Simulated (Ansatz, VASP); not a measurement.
# Zr16N16F3 (F on ZrN(001)): VASP beside Ansatz

One calculation is typed for both programs; each brings its own data sets and cutoff. How far apart do they land?

Calculated with Ansatz 0.2.0; plane waves, with VASP 6.6.1 beside it; single point at PBEsol.

### Step 1. Starting point

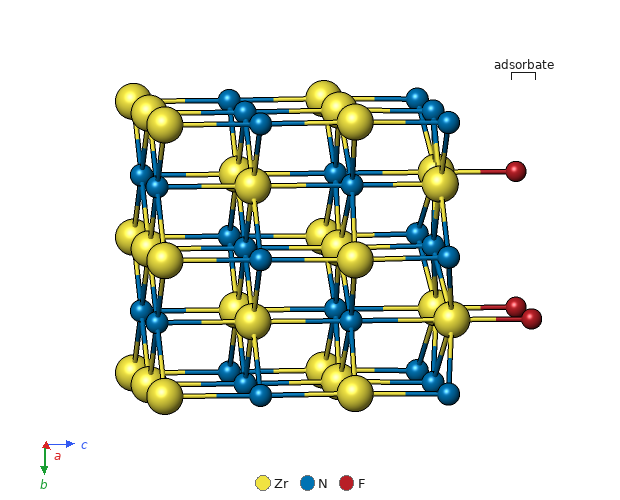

The cell as given, from the side, with the c axis across the page (zirconium yellow, nitrogen blue, fluorine red). Some periodic images of atoms are drawn too.

The cell holds 35 atoms: 16 Zr, 16 N and 3 F. Its edges and angles: a = 6.449 Å, b = 6.449 Å, c = 24.690 Å, α = 90.0°, β = 90.0°, γ = 90.0°. It derives from ZrN. Vacuum lies along c.

Structure file:

```xyz
35
Lattice="6.4488 0.0000 0.0000 0.0000 6.4488 0.0000 0.0000 0.0000 24.6900" Properties=species:S:1:pos:R:3
Zr    0.0000    0.0000    8.0000
Zr    0.0000    3.2244    8.0000
Zr    3.2244    0.0000    8.0000
Zr    3.2244    3.2244    8.0000
Zr    1.6122    1.6122   10.2800
Zr    1.6122    4.8366   10.2800
Zr    4.8366    1.6122   10.2800
Zr    4.8366    4.8366   10.2800
Zr    0.0240    6.4248   12.5308
Zr    0.0240    3.2484   12.5308
Zr    3.2004    6.4248   12.5308
Zr    3.2004    3.2484   12.5308
Zr    1.6122    1.6122   15.0201
Zr    1.6122    4.8366   15.0282
Zr    4.8366    1.6122   14.7451
Zr    4.8366    4.8366   15.0201
N     1.6122    1.6122    8.0000
N     1.6122    4.8366    8.0000
N     4.8366    1.6122    8.0000
N     4.8366    4.8366    8.0000
N     0.0000    0.0000   10.2800
N     0.0000    3.2244   10.2800
N     3.2244    0.0000   10.2800
N     3.2244    3.2244   10.2800
N     1.6122    1.6122   12.6181
N     1.6122    4.8366   12.6244
N     4.8366    1.6122   12.6466
N     4.8366    4.8366   12.6181
N     6.4358    0.0130   14.7579
N     6.4358    3.2114   14.7579
N     3.2374    0.0130   14.7579
N     3.2374    3.2114   14.7579
F     1.6122    1.6122   16.9220
F     1.6122    4.8366   16.9219
F     4.8366    4.8366   16.9220
```

### Step 2. VASP: single point, PBEsol

With cell and atoms fixed, the geometry can't cause a difference; cores, projectors, grids and the points listed under the comparison can.

Lines of VASP's logs that name or quote its potential files are left out, and so is its time.

File INCAR:

```
SYSTEM = Zr16N16F3
PREC = Normal
ENCUT = 400
EDIFF = 1E-06
NELM = 120
ISMEAR = 1
SIGMA = 0.1
LREAL = Auto
ALGO = Fast
GGA = PS
NBANDS = 176
LASPH = .TRUE.
LORBIT = 11
LWAVE = .FALSE.
LCHARG = .FALSE.
KPAR = 4
NCORE = 2
IDIPOL = 3
LDIPOL = .TRUE.
DIPOL = 0.5 0.5 0.482
LVHAR = .TRUE.
LVACPOTAV = .TRUE.
NEDOS = 1500
```

File POSCAR:

```
Zr16N16F3
1.0
    6.4488138440      0.0000000000      0.0000000000
    0.0000000000      6.4488138440      0.0000000000
    0.0000000000      0.0000000000     24.6900000000
Zr N F
16 16 3
Selective dynamics
Direct
    0.0000000000      0.0000000000      0.3240178210  F F F
    0.0000000000      0.5000000000      0.3240178210  F F F
    0.5000000000      0.0000000000      0.3240178210  F F F
    0.5000000000      0.5000000000      0.3240178210  F F F
    0.2500000000      0.2500000000      0.4163629000  F F F
    0.2500000000      0.7500000000      0.4163629000  F F F
    0.7500000000      0.2500000000      0.4163629000  F F F
    0.7500000000      0.7500000000      0.4163629000  F F F
    0.0037232615      0.9962767385      0.5075263411  T T T
    0.0037232615      0.5037232615      0.5075263411  T T T
    0.4962767385      0.9962767385      0.5075263411  T T T
    0.4962767385      0.5037232615      0.5075263411  T T T
    0.2500000000      0.2500000000      0.6083488154  T T T
    0.2500000000      0.7500000000      0.6086771908  T T T
    0.7500000000      0.2500000000      0.5972081536  T T T
    0.7500000000      0.7500000000      0.6083488154  T T T
    0.2500000000      0.2500000000      0.3240178210  F F F
    0.2500000000      0.7500000000      0.3240178210  F F F
    0.7500000000      0.2500000000      0.3240178210  F F F
    0.7500000000      0.7500000000      0.3240178210  F F F
    0.0000000000      0.0000000000      0.4163629000  F F F
    0.0000000000      0.5000000000      0.4163629000  F F F
    0.5000000000      0.0000000000      0.4163629000  F F F
    0.5000000000      0.5000000000      0.4163629000  F F F
    0.2500000000      0.2500000000      0.5110621025  T T T
    0.2500000000      0.7500000000      0.5113157757  T T T
    0.7500000000      0.2500000000      0.5122166713  T T T
    0.7500000000      0.7500000000      0.5110621025  T T T
    0.9979888553      0.0020111447      0.5977283068  T T T
    0.9979888553      0.4979888553      0.5977283068  T T T
    0.5020111447      0.0020111447      0.5977283068  T T T
    0.5020111447      0.4979888553      0.5977283068  T T T
    0.2500000000      0.2500000000      0.6853788537  T T T
    0.2500000000      0.7500000000      0.6853727443  T T T
    0.7500000000      0.7500000000      0.6853788537  T T T
```

File KPOINTS:

```
Automatic mesh
0
Gamma
4 4 1
0 0 0
```

Potentials, in the order of the species: Zr_sv, N and F (PBE family, release 64).

Command:

```sh
> mpirun -np 8 vasp_std
```

Numbers of over 12 decimals in the logs are rounded to 6 here.

What it wrote:

```text
[banner, memory and clock lines left out]
running    8 mpi-ranks, on    1 nodes
[...]
|                                                                             |
|               ----> ADVICE to this user running VASP <----                  |
|                                                                             |
|     You enforced a specific xc type in the INCAR file but a different       |
|     [... a line on the potential file left out ...]
|     I HOPE YOU KNOW WHAT YOU ARE DOING!                                     |
|                                                                             |

 LDA part: xc-table for (Slater+PW92), standard interpolation
 POSCAR, INCAR and KPOINTS ok, starting setup
[...]
entering main loop
       N       E                     dE             d eps       ncg     rms          rms(c)
DAV:   1     0.284557315471E+04    0.28456E+04   -0.13669E+05  2472   0.126E+03
DAV:   2    -0.791978761495E+02   -0.29248E+04   -0.28428E+04  2560   0.415E+02
[...]
num prob  num prob  num prob WARNING in EDDRMM: call to ZHEGV failed, returncode =   8  4     70
WARNING in EDDRMM: call to ZHEGV failed, returncode =   8  4     82
 num prob RMM:  35    -0.354857139696E+03   -0.81840E-06   -0.92578E-06  2053   0.398E-03
|                                                                             |
|           W    W    AA    RRRRR   N    N  II  N    N   GGGG   !!!           |
|           W    W   A  A   R    R  NN   N  II  NN   N  G    G  !!!           |
|           W    W  A    A  R    R  N N  N  II  N N  N  G       !!!           |
|           W WW W  AAAAAA  RRRRR   N  N N  II  N  N N  G  GGG   !            |
|           WW  WW  A    A  R   R   N   NN  II  N   NN  G    G                |
|           W    W  A    A  R    R  N    N  II  N    N   GGGG   !!!           |
|                                                                             |
|     Did not find any points to average over, which means that no vacuum     |
|     field-free region was found. Please increase the size of  your cell     |
|     in the dimension of the dipole correction to obtain accurate            |
|     workfunction values.                                                    |
|                                                                             |

   1 F= -.35485714E+03 E0= -.35485128E+03  d E =-.175815E-01
```

From OUTCAR (step 2):

```text
  Total      -33.7725635    -33.7725635    -20.3420545      0.0000000      0.0000000      0.0000000
  in kB      -52.6979642    -52.6979642    -31.7412938      0.0000000      0.0000000      0.0000000
  external PRESSURE =     -45.7124074 kB  Pullay stress =       0.0000000 kB

 POSITION                                       TOTAL-FORCE (eV/Angst)
 -----------------------------------------------------------------------------------
      0.00000      0.00000      8.00000         0.083138     -0.083138      1.989392
      0.00000      3.22441      8.00000         0.083138      0.083138      1.989392
      3.22441      0.00000      8.00000        -0.083138     -0.083138      1.989392
      3.22441      3.22441      8.00000        -0.083138      0.083138      1.989392
      1.61220      1.61220     10.28000        -0.000000      0.000000     -0.099118
      1.61220      4.83661     10.28000        -0.000000      0.000000      0.014468
      4.83661      1.61220     10.28000        -0.000000      0.000000      0.464742
      4.83661      4.83661     10.28000        -0.000000      0.000000     -0.099118
      0.02401      6.42480     12.53083         0.000506     -0.000506     -0.002546
      0.02401      3.24842     12.53083         0.000506      0.000506     -0.002546
      3.20040      6.42480     12.53083        -0.000506     -0.000506     -0.002546
      3.20040      3.24842     12.53083        -0.000506      0.000506     -0.002546
      1.61220      1.61220     15.02013        -0.000000      0.000000      0.001302
      1.61220      4.83661     15.02824        -0.000000     -0.000000      0.008907
[...]
-----------------------------------------------------------------------------------
    total drift:                                0.000000     -0.000000      0.053719

  FREE ENERGIE OF THE ION-ELECTRON SYSTEM (eV)
  ---------------------------------------------------
  free  energy   TOTEN  =      -354.8571396955 eV

  energy  without entropy=     -354.8395582117  energy(sigma->0) =     -354.85127920

[... 3 further parts left out ...]
[key lines of the parts left out:]
E-fermi :   1.9207
```

(Part 1 of 2 ends here.)

[Lines on the potential files, build, host, timing and source positions are cut from VASP's logs without a mark.]

[Logs are printed without paths, hosts, clocks, repeated set-up lines and the standing remarks that a program may print on its own settings, such as how far it seeks lower states.]

[Hosts, paths, dates, database ids (printed as entryN), source tags and the programs' standing remarks are cut or masked in the printed files.]
